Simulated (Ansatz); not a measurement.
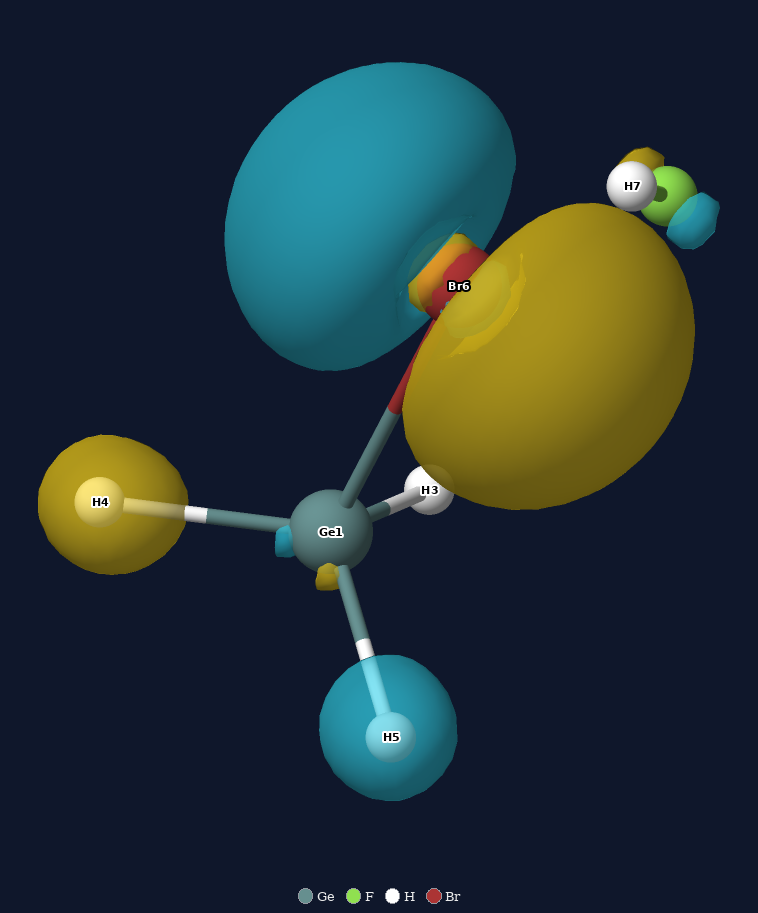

BrGeH3···HF. The HOMO at ±0.15 Å⁻³ᐟ² (yellow and cyan are the two phases), seen at an oblique angle.

Level of theory: Ansatz 0.2.0, RKS PBE/def2-SVP.

Input

```
crystal:
  periodic: [false, false, false]
  atoms:
    - { symbol: Ge, position_ang: [-0.45612, 0.0, -0.433925] }
    - { symbol: F, position_ang: [0.183843, -9.0e-06, 2.395479] }
    - { symbol: H, position_ang: [0.850149, 1.0e-06, 0.361943] }
    - { symbol: H, position_ang: [-0.584372, 1.271965, -1.309499] }
    - { symbol: H, position_ang: [-0.58437, -1.271965, -1.3095] }
    - { symbol: Br, position_ang: [-2.507046, -1.0e-06, 0.793105] }
    - { symbol: H, position_ang: [-0.648585, 8.0e-06, 2.812096] }
basis:
  gaussian: { orbitals: def2-SVP }
hamiltonian:
  xc: pbe
relax:
  f_tol: 0.03
  max_steps: 50
output:
  orbitals: {}
```

Run with:

```sh
ansatz run input.yaml --threads 2 --pin off --max-ram 3072MiB --backend cpu --events-out ev --progress --plain --runs-dir out
```

The fields are those of the run's last geometry, not of the input's.

> Describe this orbital and give its energy.

It lies mainly on Br6 (about 85 %) and Ge1 (about 5 %); largely a lone pair of Br6. Its energy is −7.24 eV.
